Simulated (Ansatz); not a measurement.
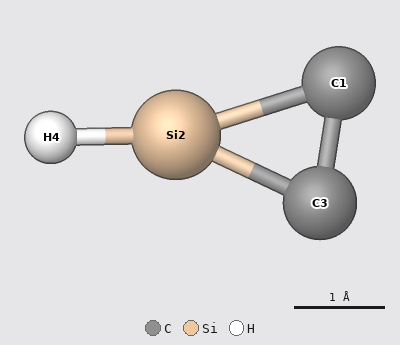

This is the input geometry for a relaxation of C2HSi (charge −1). The picture is a ball-and-stick view, seen face on.

It is one of the separated reactants of a reaction.

These are results of Ansatz, RKS PBE-D4/def2-SVPD, not measurements.

Input file:
```yaml
crystal:
  periodic: [false, false, false]
  atoms:
    - {symbol: C, position_ang: [-0.165236, -0.919618, 0.598283]}
    - {symbol: Si, position_ang: [1.353050, 0.249617, 0.595315]}
    - {symbol: C, position_ang: [-0.222726, 0.148796, -0.241295]}
    - {symbol: H, position_ang: [2.510662, 0.963045, 1.004405]}
basis:
  gaussian: {orbitals: def2-SVPD}
total_charge: -1
hamiltonian: {xc: pbe, dispersion: d4}
relax: {f_tol: 0.03, max_steps: 250}
```

Launched with:
```bash
ansatz run in.yaml --threads 2 --pin off --events-out ev --progress --plain --max-ram 4352MiB
```

**Where does the relaxation end?**

The atom that moves furthest after the best rigid fit is Si2 (0.77 Å). By element the largest moves are Si 0.77 Å, H 0.65 Å, C 0.32 Å. Among the contacts that change: Si2–C3 1.787 → 2.146 Å, Si2–H4 1.420 → 1.574 Å, C1–C3 1.360 → 1.311 Å, C1–Si2 1.916 → 1.883 Å. Among the angles between lasting bonds that change: C3–Si2–H4 151.9° → 75.3°, C1–Si2–H4 162.2° → 112.6°, Si2–C1–C3 63.5° → 82.3°. The energy falls by 46.3 kcal/mol in 11 geometry steps. Largest force component: 2.2 eV/Å at the start, 0.008 eV/Å at the end. Cost: 12 s on 2 threads of Intel Xeon Platinum 8259CL @ 2.50GHz, on a shared host.

The structure at the end:

```xyz
4

C    -0.1200   -0.7757    0.4386
Si    1.5620   -0.2758    1.1226
C    -0.0159    0.3777   -0.1761
H     2.0498    1.1156    0.5715
```

After the run, drawn alike:

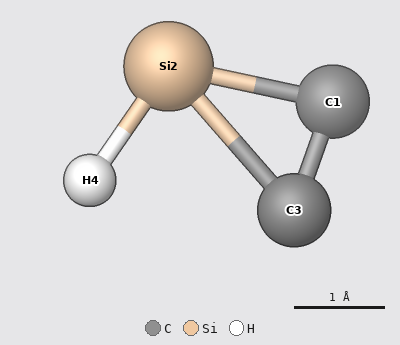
